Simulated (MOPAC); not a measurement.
# SnNH3Cl2: geometry relaxation (part 1 of 2)

SnNH3Cl2, SMILES [NH2][SnH]([Cl])[Cl], computed with AM1, closed shell (MOPAC 23.2.5).

The atoms were displaced at random from an optimised geometry.

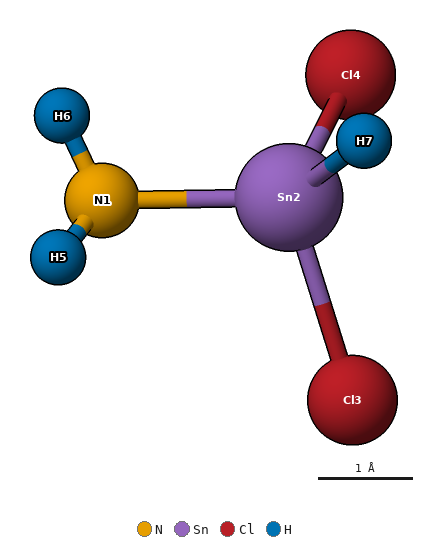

**Figure 1.** The starting structure (ball-and-stick view, seen at a tilt; atoms are numbered from 1 in the order of the input). Sticks mark near contacts. Bond lengths as drawn: Cl–Sn 2.29 to 2.32 Å, H–N 1.00 to 1.03 Å, H–Sn 1.70 Å and N–Sn 2.00 Å.

The input (job.mop)
```
AM1 SINGLET CYCLES=300 DISP GNORM=0.05 PRECISE BONDS THREADS=1 AUX(PRECISION=6)
job Cl2H3NSn
[NH2][SnH]([Cl])[Cl]
N -0.712137 1 1.083548 1 0.131158 1
Sn 0.398396 1 -0.560281 1 -0.086757 1
Cl 0.730160 1 -1.369527 1 2.024758 1
Cl -0.965169 1 -2.005819 1 -1.281501 1
H -0.285244 1 1.818918 1 0.713618 1
H -1.034418 1 1.479123 1 -0.729012 1
H 1.905654 1 -0.524594 1 -0.876747 1
```

Run on 1 thread of AMD EPYC (Zen 5), 128 GiB of memory available, shared host.

Command:
```bash
mopac job.mop
```

Log
```
MOPAC v23.2.5
AM1 CALCULATION RESULTS

 *  AM1        - The AM1 Hamiltonian to be used
 *  SINGLET    - SPIN STATE DEFINED AS A SINGLET
 *  PRECISE    - TIGHTER CRITERIA TO BE USED
 *  THREADS=1  - MULTI-THREADING NOT USED
 *  CYCLES=    - DO A MAXIMUM OF 300 STEPS
 *  GNORM      - EXIT WHEN GRADIENT NORM DROPS BELOW 0.050
 *  AUX        - OUTPUT AUXILIARY INFORMATION
 *  DISP       - PRINT DISPERSION AND HYDROGEN BOND ENERGIES
 *  BONDS      - FINAL BOND-ORDER MATRIX TO BE PRINTED
AM1 SINGLET CYCLES=300 DISP GNORM=0.05 PRECISE BONDS THREADS=1 AUX(PRECISION=6)
 job Cl2H3NSn
 [NH2][SnH]([Cl])[Cl]
   ATOM   CHEMICAL          X               Y               Z
  NUMBER   SYMBOL      (ANGSTROMS)     (ANGSTROMS)     (ANGSTROMS)

     1       N         -0.71213700  *   1.08354800  *   0.13115800  *
     2      Sn          0.39839600  *  -0.56028100  *  -0.08675700  *
     3      Cl          0.73016000  *  -1.36952700  *   2.02475800  *
     4      Cl         -0.96516900  *  -2.00581900  *  -1.28150100  *
     5       H         -0.28524400  *   1.81891800  *   0.71361800  *
     6       H         -1.03441800  *   1.47912300  *  -0.72901200  *
     7       H          1.90565400  *  -0.52459400  *  -0.87674700  *

          CARTESIAN COORDINATES

    NO.       ATOM           X           Y           Z

     1         N         -0.7121      1.0835      0.1312
     2        Sn          0.3984     -0.5603     -0.0868
     3        Cl          0.7302     -1.3695      2.0248
     4        Cl         -0.9652     -2.0058     -1.2815
     5         H         -0.2852      1.8189      0.7136
     6         H         -1.0344      1.4791     -0.7290
     7         H          1.9057     -0.5246     -0.8767

           Empirical Formula: H3 N Sn Cl2  =     7 atoms

      MOLECULAR POINT GROUP   :   Cs

 SINGLET STATE CALCULATION

      RHF CALCULATION, NO. OF DOUBLY OCCUPIED LEVELS = 13

          Geometry optimization using EF

          DIAGONAL MATRIX USED AS START HESSIAN
```

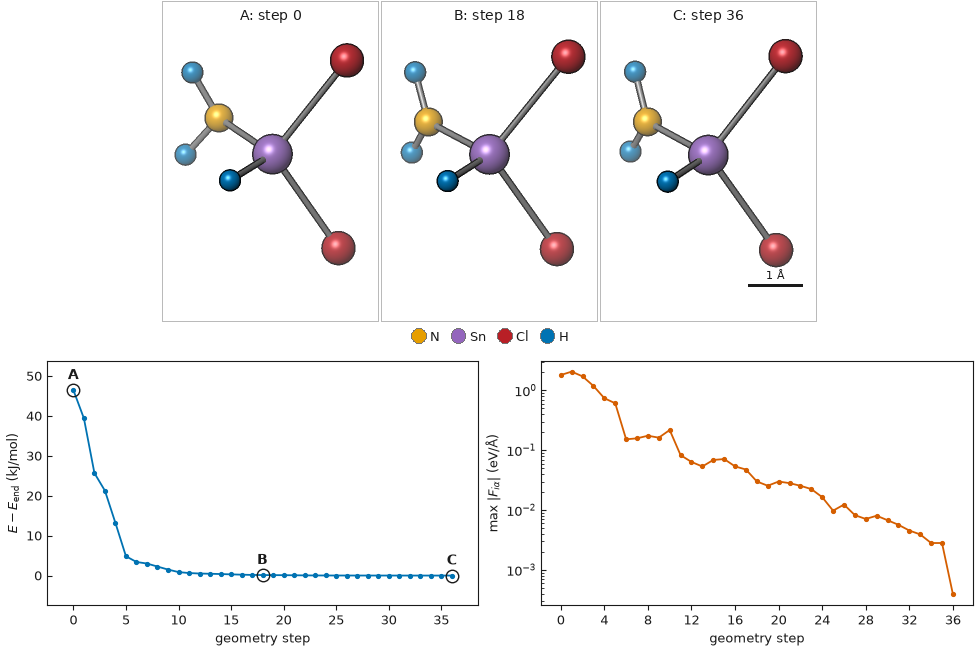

**Figure 2.** Frames of the relaxation (ball-and-stick view, seen at a tilt) above the curves, on which the letters mark them (steps are counted from 0).

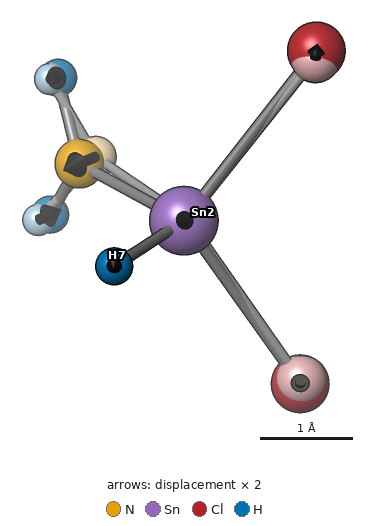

**Figure 3.** Start (faint) and end (solid) with the displacements as black arrows, magnified 2 times (ball-and-stick view, seen at a tilt). The two geometries are laid on each other by the best rigid fit. The energy falls by 46.5 kJ/mol in 36 geometry steps. The largest force component goes from 1.8 to 0.0004 eV/Å. N1 moves most after the best rigid fit: 0.29 Å. By element the largest moves are N 0.29 Å, H 0.17 Å, Cl 0.11 Å, Sn 0.11 Å. Among the contacts that change: Sn2–Cl3 2.285 → 2.394 Å, Sn2–Cl4 2.319 → 2.394 Å, N1–H5 1.031 → 0.985 Å, Sn2–H7 1.702 → 1.663 Å. Among the angles that change: Sn2–N1–H6 114.3° → 125.3°, Sn2–N1–H5 114.8° → 125.3°, N1–Sn2–H7 121.7° → 117.1°. (Atoms are counted from 1 in the order of the input.)

```
 CYCLE:     1 TIME:   0.008 TIME LEFT:  2.00D  GRAD.:    77.685 HEAT: -44.89936
 CYCLE:     2 TIME:   0.000 TIME LEFT:  2.00D  GRAD.:    86.282 HEAT: -46.58823
 CYCLE:     3 TIME:   0.000 TIME LEFT:  2.00D  GRAD.:    62.363 HEAT: -49.86510
 CYCLE:     4 TIME:   0.008 TIME LEFT:  2.00D  GRAD.:    53.728 HEAT: -50.92103
 CYCLE:     5 TIME:   0.000 TIME LEFT:  2.00D  GRAD.:    34.735 HEAT: -52.85335
 CYCLE:     6 TIME:   0.008 TIME LEFT:  2.00D  GRAD.:    22.628 HEAT: -54.84521
 CYCLE:     7 TIME:   0.000 TIME LEFT:  2.00D  GRAD.:     8.423 HEAT: -55.18877
 CYCLE:     8 TIME:   0.000 TIME LEFT:  2.00D  GRAD.:     7.410 HEAT: -55.28107
 CYCLE:     9 TIME:   0.000 TIME LEFT:  2.00D  GRAD.:     8.646 HEAT: -55.46322
 CYCLE:    10 TIME:   0.008 TIME LEFT:  2.00D  GRAD.:     8.168 HEAT: -55.64174
 CYCLE:    11 TIME:   0.000 TIME LEFT:  2.00D  GRAD.:     7.749 HEAT: -55.79308
 CYCLE:    12 TIME:   0.000 TIME LEFT:  2.00D  GRAD.:     4.028 HEAT: -55.85046
 CYCLE:    13 TIME:   0.000 TIME LEFT:  2.00D  GRAD.:     2.539 HEAT: -55.87969
 CYCLE:    14 TIME:   0.000 TIME LEFT:  2.00D  GRAD.:     2.590 HEAT: -55.89358
 CYCLE:    15 TIME:   0.008 TIME LEFT:  2.00D  GRAD.:     2.892 HEAT: -55.91049
 CYCLE:    16 TIME:   0.000 TIME LEFT:  2.00D  GRAD.:     2.959 HEAT: -55.92943
 CYCLE:    17 TIME:   0.000 TIME LEFT:  2.00D  GRAD.:     2.571 HEAT: -55.94840
 CYCLE:    18 TIME:   0.000 TIME LEFT:  2.00D  GRAD.:     1.922 HEAT: -55.96413
 CYCLE:    19 TIME:   0.000 TIME LEFT:  2.00D  GRAD.:     1.409 HEAT: -55.97209
 CYCLE:    20 TIME:   0.008 TIME LEFT:  2.00D  GRAD.:     1.249 HEAT: -55.97559
 CYCLE:    21 TIME:   0.000 TIME LEFT:  2.00D  GRAD.:     1.276 HEAT: -55.97917
 CYCLE:    22 TIME:   0.000 TIME LEFT:  2.00D  GRAD.:     1.431 HEAT: -55.98471
 CYCLE:    23 TIME:   0.000 TIME LEFT:  2.00D  GRAD.:     1.376 HEAT: -55.99094
 CYCLE:    24 TIME:   0.008 TIME LEFT:  2.00D  GRAD.:     0.925 HEAT: -55.99548
 CYCLE:    25 TIME:   0.000 TIME LEFT:  2.00D  GRAD.:     0.647 HEAT: -55.99669
 CYCLE:    26 TIME:   0.000 TIME LEFT:  2.00D  GRAD.:     0.539 HEAT: -55.99807
 CYCLE:    27 TIME:   0.000 TIME LEFT:  2.00D  GRAD.:     0.535 HEAT: -55.99871
 CYCLE:    28 TIME:   0.000 TIME LEFT:  2.00D  GRAD.:     0.388 HEAT: -55.99943
 CYCLE:    29 TIME:   0.008 TIME LEFT:  2.00D  GRAD.:     0.328 HEAT: -55.99964
 CYCLE:    30 TIME:   0.000 TIME LEFT:  2.00D  GRAD.:     0.355 HEAT: -56.00010
 CYCLE:    31 TIME:   0.000 TIME LEFT:  2.00D  GRAD.:     0.298 HEAT: -56.00039
 CYCLE:    32 TIME:   0.000 TIME LEFT:  2.00D  GRAD.:     0.230 HEAT: -56.00087
 CYCLE:    33 TIME:   0.008 TIME LEFT:  2.00D  GRAD.:     0.158 HEAT: -56.00108
 CYCLE:    34 TIME:   0.000 TIME LEFT:  2.00D  GRAD.:     0.134 HEAT: -56.00111
 CYCLE:    35 TIME:   0.000 TIME LEFT:  2.00D  GRAD.:     0.102 HEAT: -56.00120
 CYCLE:    36 TIME:   0.000 TIME LEFT:  2.00D  GRAD.:     0.103 HEAT: -56.00126
 CYCLE:    37 TIME:   0.008 TIME LEFT:  2.00D  GRAD.:     0.017 HEAT: -56.00136

     GRADIENT =  0.01654 IS LESS THAN CUTOFF =  0.05000

 -------------------------------------------------------------------------------
 AM1 SINGLET CYCLES=300 DISP GNORM=0.05 PRECISE BONDS THREADS=1 AUX(PRECISION=6)
 job Cl2H3NSn
 [NH2][SnH]([Cl])[Cl]

     GEOMETRY OPTIMISED USING EIGENVECTOR FOLLOWING (EF).
     SCF FIELD WAS ACHIEVED

                              AM1 CALCULATION

          FINAL HEAT OF FORMATION =        -56.00136 KCAL/MOL =    -234.30969 KJ/MOL

          TOTAL ENERGY            =     -24532.22415 KCAL/MOL = ELECTRONIC ENERGY + CORE-CORE REPULSION
          ENERGY OF ATOMS         =      24476.22279 KCAL/MOL
                              SUM =        -56.00136 KCAL/MOL
          DISPERSION ENERGY       =          0.00000 KCAL/MOL
                              SUM =        -56.00136 KCAL/MOL = FINAL HEAT OF FORMATION

          TOTAL ENERGY            =      -1063.81793 EV
          ELECTRONIC ENERGY       =      -2297.54682 EV
          CORE-CORE REPULSION     =       1233.72890 EV
          COSMO AREA              =        136.15 SQUARE ANGSTROMS
          COSMO VOLUME            =        128.94 CUBIC ANGSTROMS

          GRADIENT NORM           =          0.01654          =       0.00625 PER ATOM
          IONIZATION POTENTIAL    =          9.851588 EV
          HOMO LUMO ENERGIES (EV) =         -9.852 -1.656
          NO. OF FILLED LEVELS    =         13
          MOLECULAR WEIGHT        =        206.6264         POINT GROUP:  Cs

          MOLECULAR DIMENSIONS (Angstroms)

            Atom       Atom       Distance
            H     5   Cl     4     4.32681
            H     6   Cl     3     4.24335
            H     7   Cl     3     2.62867

          SCF CALCULATIONS        =         41

          WALL-CLOCK TIME         =      0.078 SECONDS
          COMPUTATION TIME        =      0.046 SECONDS

   ATOM   CHEMICAL          X               Y               Z
  NUMBER   SYMBOL      (ANGSTROMS)     (ANGSTROMS)     (ANGSTROMS)

     1       N         -0.58076503  *   1.10494240  *   0.07202437  *
     2      Sn          0.44897977  *  -0.55873869  *  -0.12850995  *
     3      Cl          0.71241022  *  -1.35253093  *   2.11441454  *
     4      Cl         -1.03441879  *  -2.01844452  *  -1.31153810  *
     5       H         -0.56328205  *   1.69314295  *   0.86181365  *
     6       H         -1.29288666  *   1.41012747  *  -0.53608880  *
     7       H          1.91948672  *  -0.45223649  *  -0.89792769  *

                             CARTESIAN COORDINATES

   1    N       -0.580765032     1.104942400     0.072024370
   2   Sn        0.448979766    -0.558738691    -0.128509949
   3   Cl        0.712410215    -1.352530934     2.114414538
   4   Cl       -1.034418790    -2.018444517    -1.311538103
   5    H       -0.563282051     1.693142947     0.861813648
   6    H       -1.292886659     1.410127467    -0.536088804
   7    H        1.919486716    -0.452236493    -0.897927694

           Empirical Formula: H3 N Sn Cl2  =     7 atoms

      MOLECULAR POINT GROUP   :   Cs

                  EIGENVALUES
 -35.46841 -35.25678 -31.97560 -16.87299 -15.99917 -13.33255 -12.72625 -12.56077
 -11.56460 -11.49559 -11.39005 -11.12842  -9.85159  -1.65573   3.02621   3.76103
   4.87737   5.86020   6.59536

              NET ATOMIC CHARGES AND DIPOLE CONTRIBUTIONS

  ATOM NO.   TYPE          CHARGE      No. of ELECS.   s-Pop       p-Pop
    1          N          -0.881898        5.8819     1.54338     4.33851
    2         Sn           1.981356        2.0186     1.07768     0.94096
    3         Cl          -0.553344        7.5533     1.97525     5.57810
    4         Cl          -0.553081        7.5531     1.97524     5.57784
    5          H           0.158182        0.8418     0.84182
    6          H           0.158329        0.8417     0.84167
    7          H          -0.309544        1.3095     1.30954
 DIPOLE           X         Y         Z       TOTAL
 POINT-CHG.     3.322     1.990    -2.082     4.397
 HYBRID        -1.107     1.238     0.325     1.693
 SUM            2.215     3.229    -1.757     4.292

          ATOMIC ORBITAL ELECTRON POPULATIONS

     Atom    s        px        py        pz
    1  N   1.54338   1.56462   1.47594   1.29796
    2 Sn   1.07768   0.35530   0.28011   0.30555
    3 Cl   1.97525   1.97326   1.94013   1.66471
    4 Cl   1.97524   1.84934   1.84873   1.87976
    5  H   0.84182
    6  H   0.84167
    7  H   1.30954

          BONDING CONTRIBUTION OF EACH M.O.

  0.1613  0.1335  1.3625  1.4559  2.0143  1.3703  0.9919  0.9286  0.1688  0.0404
  0.1703  0.4921  0.2107 -2.5564 -0.9729 -1.0209 -1.2386 -1.8158 -1.8961

            (VALENCIES)   BOND ORDERS

     1  N     (2.622)     5  H 0.958     6  H 0.958     2 Sn 0.603     7  H 0.037     3 Cl 0.033     4 Cl 0.033

     2 Sn     (2.559)     7  H 0.740     1  N 0.603     4 Cl 0.599     3 Cl 0.599

     3 Cl     (0.733)     2 Sn 0.599     7  H 0.061     4 Cl 0.035     1  N 0.033

     4 Cl     (0.733)     2 Sn 0.599     7  H 0.061     3 Cl 0.035     1  N 0.033

     5  H     (0.975)     1  N 0.958

     6  H     (0.975)     1  N 0.958

     7  H     (0.904)     2 Sn 0.740     3 Cl 0.061     4 Cl 0.061     1  N 0.037

 *                    *
 * JOB ENDED NORMALLY *
 *                    *

 TOTAL JOB TIME:             0.08 SECONDS

 == MOPAC DONE ==
```

Trajectory as extended XYZ (Å, eV, eV/Å), 29 of the 37 frames kept, from step=0 to step=36
```
7
Properties=species:S:1:pos:R:3:forces:R:3 step=0 energy=-1.94702
N    -0.7121    1.0835    0.1312    1.8118   1.4199  -0.2010
Sn    0.3984   -0.5603   -0.0868    0.4438   0.0482  -0.5504
Cl    0.7302   -1.3695    2.0248    0.1265  -0.3034   0.8693
Cl   -0.9652   -2.0058   -1.2815   -0.3817  -0.3822  -0.3193
H    -0.2852    1.8189    0.7136   -1.2643  -0.9972  -0.8092
H    -1.0344    1.4791   -0.7290   -0.3347   0.0429   0.8113
H     1.9057   -0.5246   -0.8767   -0.4014   0.1717   0.1993
7
Properties=species:S:1:pos:R:3:forces:R:3 step=1 energy=-2.02026
N    -0.6920    1.1177    0.1381    0.9586  -2.0653  -1.1524
Sn    0.3940   -0.5522   -0.1042    0.2819  -0.0910   0.0467
Cl    0.7377   -1.3815    2.0630    0.0341  -0.1221   0.3658
Cl   -0.9695   -2.0263   -1.2956   -0.3090  -0.2741  -0.2442
H    -0.3123    1.7875    0.6794    0.2507   1.7357   1.4745
H    -1.0448    1.4782   -0.6841   -0.9546   0.6492  -0.5754
H     1.8969   -0.5146   -0.8678   -0.2616   0.1676   0.0850
7
Properties=species:S:1:pos:R:3:forces:R:3 step=3 energy=-2.20815
N    -0.6428    1.0943    0.1148    0.4807   1.1905  -1.1091
Sn    0.3869   -0.5358   -0.1113    0.4675  -0.9472   0.2482
Cl    0.7521   -1.3899    2.1046   -0.0594   0.0519  -0.0441
Cl   -0.9861   -2.0460   -1.3201   -0.1428  -0.0590  -0.0754
H    -0.3455    1.8077    0.7350   -0.5566  -0.1414   0.0366
H    -1.0888    1.5108   -0.6857   -0.0690  -0.2571   0.9444
H     1.8802   -0.4918   -0.8583   -0.1203   0.1622  -0.0006
7
Properties=species:S:1:pos:R:3:forces:R:3 step=4 energy=-2.29194
N    -0.6223    1.1128    0.0925    0.6010   0.7421  -0.4284
Sn    0.3833   -0.5447   -0.0931    0.3937  -0.5923  -0.1922
Cl    0.7583   -1.3835    2.0919   -0.0467  -0.0316   0.1829
Cl   -0.9887   -2.0523   -1.3330   -0.0944  -0.0012   0.0068
H    -0.3703    1.8088    0.7530   -0.4908  -0.1760  -0.0985
H    -1.1151    1.5200   -0.6649   -0.1969  -0.0473   0.4692
H     1.8723   -0.4756   -0.8595   -0.1658   0.1063   0.0601
7
Properties=species:S:1:pos:R:3:forces:R:3 step=5 energy=-2.37831
N    -0.5776    1.1454    0.0666    0.2081   0.6102   0.1343
Sn    0.3758   -0.5561   -0.0974    0.2589  -0.1713  -0.0164
Cl    0.7709   -1.3822    2.1174   -0.1145   0.0243  -0.0064
Cl   -0.9924   -2.0633   -1.3520   -0.0824   0.0288   0.0553
H    -0.4279    1.8118    0.7941   -0.2447  -0.4118  -0.3427
H    -1.1729    1.5406   -0.6152   -0.0464  -0.0987   0.2165
H     1.8509   -0.4394   -0.8467    0.0212   0.0185  -0.0407
7
Properties=species:S:1:pos:R:3:forces:R:3 step=6 energy=-2.39321
N    -0.5628    1.1637    0.0621    0.0463  -0.0081  -0.1303
Sn    0.3763   -0.5636   -0.0970    0.1526   0.1523  -0.0375
Cl    0.7704   -1.3789    2.1190   -0.1169   0.0085   0.0073
Cl   -0.9928   -2.0666   -1.3560   -0.0838   0.0284   0.0659
H    -0.4516    1.8080    0.7973   -0.0278  -0.0463   0.1133
H    -1.1986    1.5439   -0.5883   -0.0390  -0.1151   0.0385
H     1.8442   -0.4251   -0.8491    0.0686  -0.0197  -0.0572
```
